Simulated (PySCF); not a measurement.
SMILES OB([SiH2]Br)O at its PBE/def2-SVP optimised geometry (Å):

```
9

O      1.2156     0.6635     0.0035
B      0.5300    -0.5172     0.0000
O      1.1956    -1.7078    -0.0024
Si    -1.5132    -0.5172     0.0000
Br    -2.0325     1.7078     0.0000
H      0.6049     1.4310     0.0031
H      2.1648    -1.5722    -0.0031
H     -2.1628    -1.1182     1.2172
H     -2.1648    -1.1194    -1.2155
```

Calculation: PySCF 2.14.0 with PBE/def2-TZVP.

Map of the HOMO−1 amplitude (bohr^(-3/2)) on the plane z = 1.0 Å; orbital energy -7.18 eV, overall sign arbitrary:

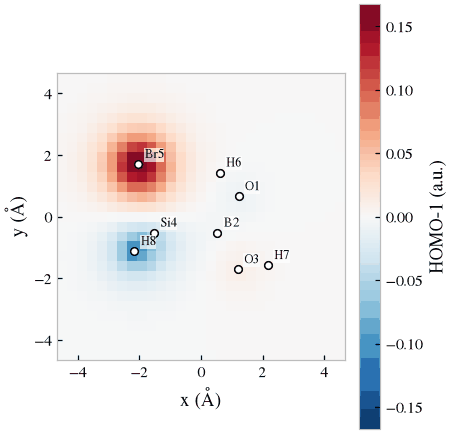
Fig. 1. HOMO−1 amplitude (bohr^(-3/2)) on the plane z = 1.0 Å.
